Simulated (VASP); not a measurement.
Band structure of Li$_{2}$Se (antifluorite). All values below come from MS2 meta-GGA, VASP's PBE PAW potentials (set 64) (plane waves; VASP).

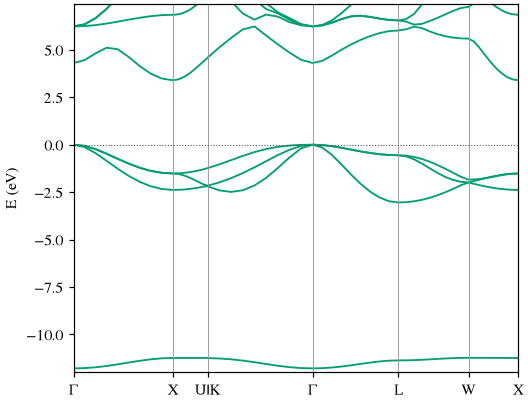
Bands along high-symmetry lines, zero at the valence-band maximum or, without a gap, the Fermi level

**Question.** Read the plot: is there a gap, and where are the band edges?

**Answer.** The gap is indirect, 3.40 eV, from the valence maximum at Γ to the conduction minimum at X.

The compound is Li2Se in the antifluorite structure. It was relaxed first.
